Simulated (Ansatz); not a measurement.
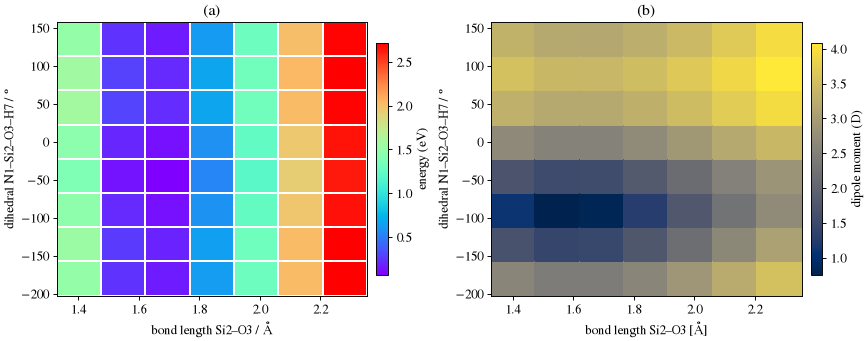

FH3NOSi, SMILES [NH][SiH](O)F, spin multiplicity 2. First axis: bond length Si2–O3. Second axis: dihedral N1–Si2–O3–H7. Nothing is relaxed (all other coordinates rigid). The scan uses a 7 × 8 grid. Points are written as (first, second). Energies: eV, counted from the relaxed molecule at the same level. The calculation used Ansatz, UKS B3LYP-D4/def2-TZVP.

Panel (a) is the energy; panel (b) is the computed dipole moment, in D.

The picture shows one coloured cell a grid point.

**How does the dipole moment vary over the map, and what is it at the lowest grid point?**

Leaving out the highest fifth of the energies, it runs from 0.75 D at (1.548 Å, −90°) to 3.69 D at (2.134 Å, 135°). At the lowest grid point, (1.694 Å, −45°), it is 1.56 D.

```csv
"dihedral N1–Si2–O3–H7 ↓, bond length Si2–O3 →",1.401,1.548,1.694,1.841,1.987,2.134,2.281
135,3.32,3.18,3.16,3.26,3.45,3.69,3.94
90,3.54,3.42,3.40,3.49,3.66,3.88,4.09
45,3.30,3.19,3.18,3.29,3.48,3.71,3.92
0,2.66,2.54,2.54,2.68,2.91,3.18,3.42
−45,1.70,1.52,1.56,1.80,2.15,2.52,2.84
−90,1.10,0.75,0.83,1.26,1.77,2.27,2.69
−135,1.66,1.42,1.45,1.75,2.18,2.64,3.06
−180,2.60,2.44,2.44,2.60,2.88,3.22,3.55
```
